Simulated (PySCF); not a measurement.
Molecule (SMILES): ClF (F-Cl).
Geometry (B3LYP-D3(BJ)/def2-TZVP, fixed):
```xyz
2

F      0.0000     0.0000    -1.0729
Cl     0.0000     0.0000     0.5680
```
Charge 0, spin multiplicity 1.

Basis-set convergence of the mean static polarisability at PBE0 with PySCF. All functions are spherical. Density fitting with generated auxiliary sets. No added dispersion term, no relativity. Reference: the value in aug-cc-pV(5+d)Z, 18.52 bohr³, itself unsure by roughly 0.3 % (its mean distance from aug-pcseg-3, aug-cc-pV(Q+d)Z, aug-pcseg-2). Deviations are taken from unrounded values. Cost is core time over that of cc-pV(T+d)Z, rough, on shared machines of one kind; a dash marks a row that isn't timed (too short, read off another run, short of memory, by another algorithm or on other hardware).

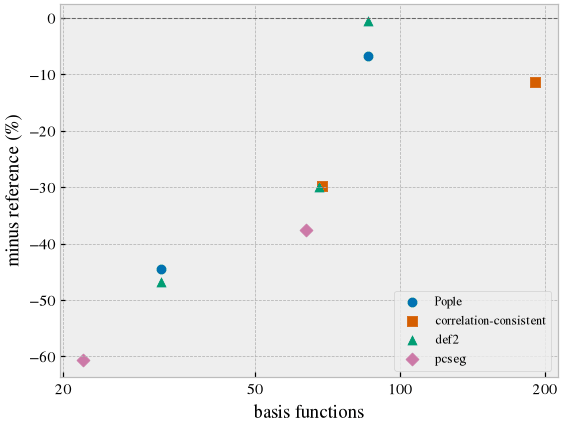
Fig. 1. Deviation from the reference against the number of basis functions, by family of sets.

```json
[
 {"basis": "pcseg-0", "functions": "22", "mean static polarisability (bohr³)": "7.28", "minus reference (%)": "-60.7", "cost": "-"},
 {"basis": "6-31G**", "functions": "32", "mean static polarisability (bohr³)": "10.27", "minus reference (%)": "-44.6", "cost": "-"},
 {"basis": "def2-SVP", "functions": "32", "mean static polarisability (bohr³)": "9.84", "minus reference (%)": "-46.9", "cost": "-"},
 {"basis": "pcseg-2", "functions": "64", "mean static polarisability (bohr³)": "11.57", "minus reference (%)": "-37.5", "cost": "0.8×"},
 {"basis": "def2-TZVP", "functions": "68", "mean static polarisability (bohr³)": "12.96", "minus reference (%)": "-30.0", "cost": "0.9×"},
 {"basis": "cc-pV(T+d)Z", "functions": "69", "mean static polarisability (bohr³)": "13.01", "minus reference (%)": "-29.7", "cost": "1×"},
 {"basis": "6-311++G(3df,3pd)", "functions": "86", "mean static polarisability (bohr³)": "17.27", "minus reference (%)": "-6.7", "cost": "1×"},
 {"basis": "def2-TZVPD", "functions": "86", "mean static polarisability (bohr³)": "18.43", "minus reference (%)": "-0.5", "cost": "1×"},
 {"basis": "cc-pV(5+d)Z", "functions": "191", "mean static polarisability (bohr³)": "16.42", "minus reference (%)": "-11.3", "cost": "6×"}
]
```
